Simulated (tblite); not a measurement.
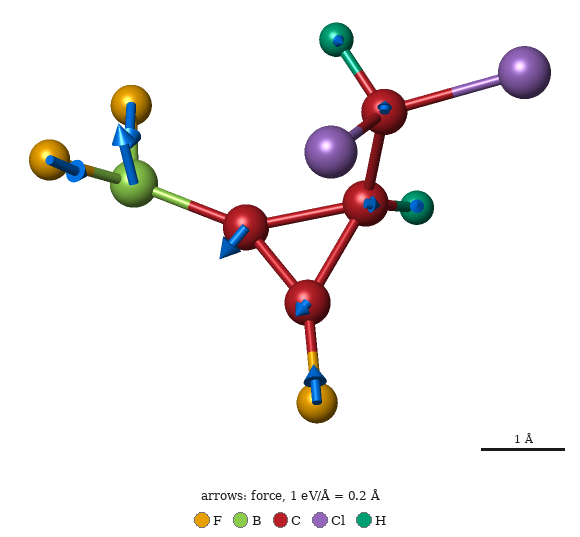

Starting geometry of C$_{4}$H$_{2}$BCl$_{2}$F$_{3}$ with the computed forces as blue arrows. The picture is a ball-and-stick view, seen at a tilt.

Method: GFN2-xTB geometry optimisation, gas phase (tblite 0.8.0). 

Question: Is this structure relaxed? If not, where do the atoms go?

Answer: It isn't relaxed: the largest force vector, on B atoms, is 3.93 eV/Å. The final displacements have little in common with the starting forces (cosine between the two patterns 0.28). The energy falls by 136.7 kJ/mol in 119 geometry steps. The atom that moves furthest after the best rigid fit is an F atom (1.21 Å). By element the largest moves are F 1.21 Å, Cl 1.05 Å, H 1.01 Å, B 0.25 Å, C 0.23 Å. Near-neighbour distances that change, for instance: B–F 1.480 → 1.314 Å, C–F 1.372 → 1.299 Å, C–C 1.494 → 1.541 Å, B–C 1.560 → 1.524 Å. Bond angles that change, for instance: C–C–C 110.8° → 120.1°, C–C–H 119.5° → 112.2°, F–B–C 116.2° → 122.4°. Groups turn about C–C by about 45°.
